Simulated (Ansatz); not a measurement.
## Electronic structure of CH₆F₂Si₂ (SMILES FC[SiH](F)[SiH3]) in real space

Input file:

```
crystal:
  periodic: [false, false, false]
  atoms:
    - {symbol: F, position_ang: [-2.127272, -0.060783, -0.666783]}
    - {symbol: C, position_ang: [-1.421238, 0.971854, -0.052356]}
    - {symbol: Si, position_ang: [0.425759, 0.678142, -0.353420]}
    - {symbol: F, position_ang: [1.211494, 1.800024, 0.490418]}
    - {symbol: Si, position_ang: [1.065156, -1.463687, 0.352220]}
    - {symbol: H, position_ang: [-1.763833, 1.921925, -0.474656]}
    - {symbol: H, position_ang: [-1.663306, 0.969067, 1.015330]}
    - {symbol: H, position_ang: [0.734254, 0.898143, -1.791035]}
    - {symbol: H, position_ang: [0.429363, -2.479764, -0.526517]}
    - {symbol: H, position_ang: [2.543297, -1.603627, 0.270296]}
    - {symbol: H, position_ang: [0.631629, -1.688396, 1.757103]}
basis:
  gaussian: {orbitals: def2-TZVPP}
hamiltonian: {xc: pbe0, dispersion: d4}
output: {orbitals: {seedname: orbitals}}
```

Launched as:

```sh
ansatz run in.yaml --threads 4 --pin off --events-out ev --progress --plain --max-ram 10444MiB
```

Geometry: PBE0-D4/def2-TZVP.

Method: RKS PBE0-D4/def2-TZVPP (Ansatz).

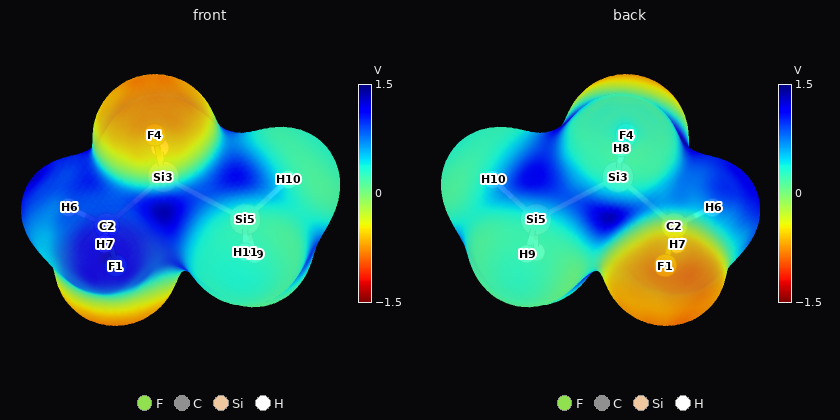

Figure 1. The molecular electrostatic potential painted on the density surface at 0.002 e/bohr³, seen from the front and from behind; red is negative and blue positive.

Q: Where is the surface potential most negative and most positive?

A: The most negative region (about −0.8 V, or −18 kcal/mol for a unit charge) lies over F1 and F4, the most positive (about +1.3 V, or +30 kcal/mol for a unit charge) over Si3 and H6.

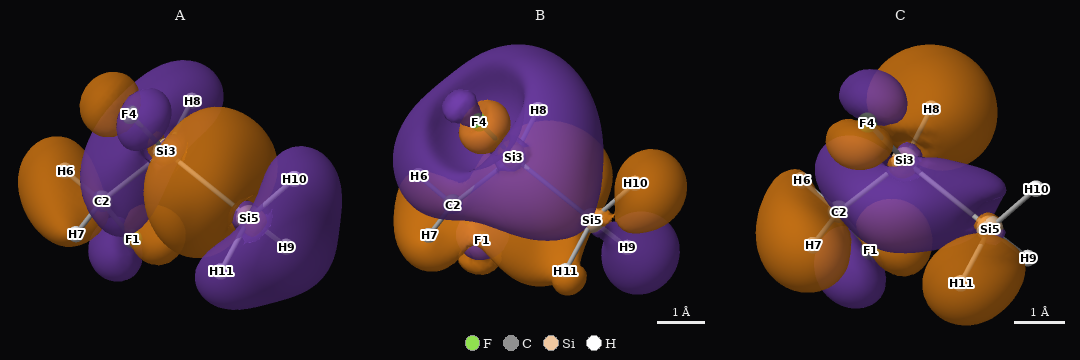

Figure 2. Three frontier orbitals at ±0.06 Å⁻³ᐟ² (orange and purple are the two phases), in no order.

Q: Order the three orbitals by energy and name them.

A: C is the HOMO−1 (−8.99 eV). Its weight (Hirshfeld) is mainly on Si3 (about 25 %), C2 (about 20 %), F1 (about 20 %) and H8 (about 20 %). A is the HOMO (−8.26 eV). By Hirshfeld shares it lies mainly on Si5 (about 30 %), Si3 (about 30 %) and C2 (about 15 %). B is the LUMO (−0.72 eV). It lies mainly on Si3 (about 40 %), Si5 (about 20 %), C2 (about 10 %) and F4 (about 10 %).

Q: What is the HOMO–LUMO gap?

A: 7.54 eV between the orbital energies.

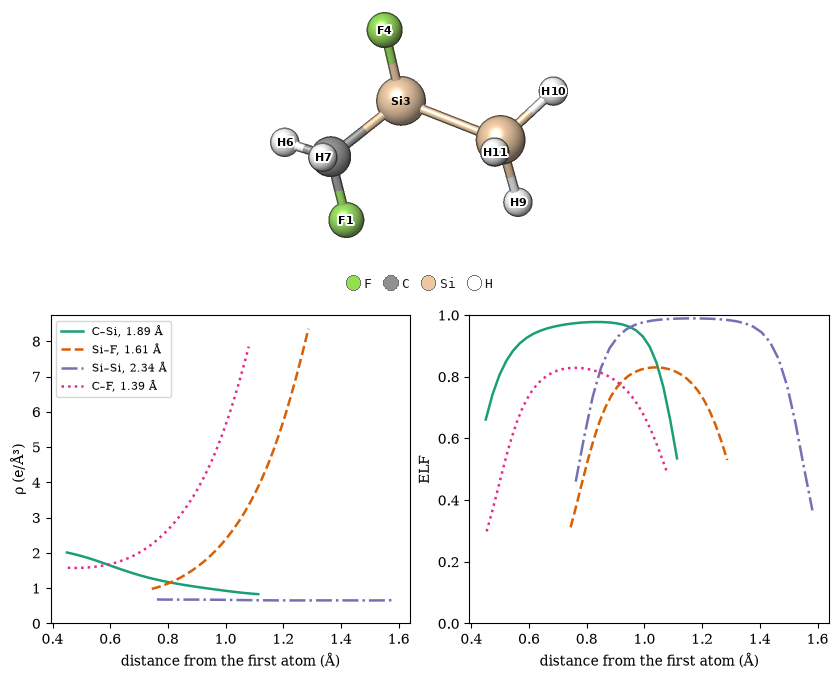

Figure 3. Electron density and electron localisation function along straight lines between neighbouring atoms. The curves leave out the atomic cores. The structure is drawn too.

Q: Compare the contacts.

A: C–Si (1.89 Å): the density is about 0.98 e/Å³ at the midpoint; the ELF peaks at about 1 between the atoms: localised, covalent bonding.
Si–F (1.61 Å): ρ at the midpoint is about 1.1 e/Å³; the ELF peaks at about 0.85 in the valence shell of F, 0.6 Å from its nucleus, and is about 0.55 at the midpoint.
Si–Si (2.34 Å): ρ is about 0.66 e/Å³ halfway; the ELF peaks at about 1 between the atoms, as expected for a shared electron pair.
C–F (1.39 Å): ρ at the midpoint is about 2 e/Å³, with its minimum of 1.6 e/Å³ about 0.5 Å from C; the ELF peaks at about 0.85 between the atoms; a polar covalent bond.

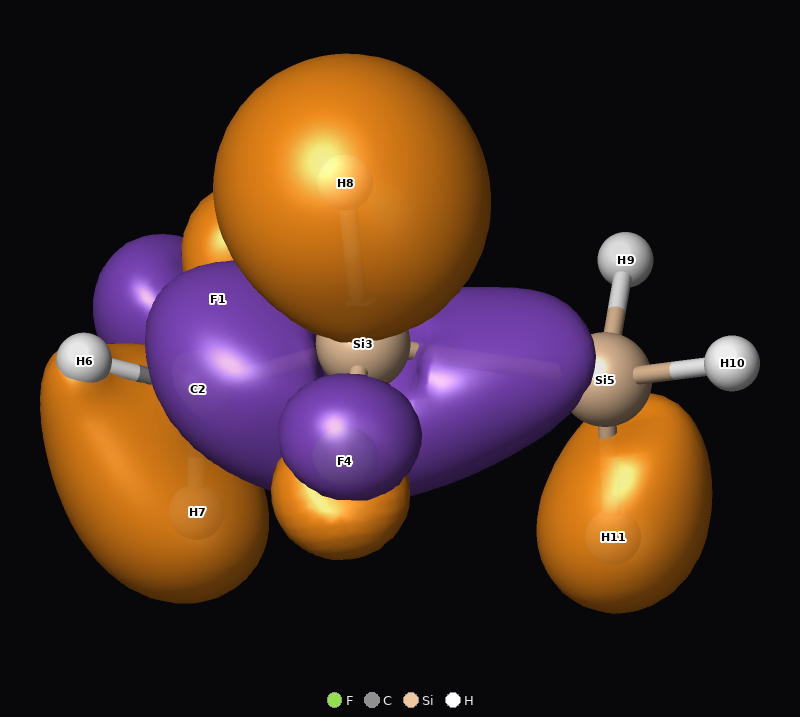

Figure 4. The HOMO−1 at ±0.08 Å⁻³ᐟ² (orange and purple are the two phases), seen from one side.

Q: Describe this orbital and give its energy.

A: By Hirshfeld shares it lies mainly on Si3 (about 25 %), C2 (about 20 %), F1 (about 20 %) and H8 (about 20 %). Its energy is −8.99 eV.
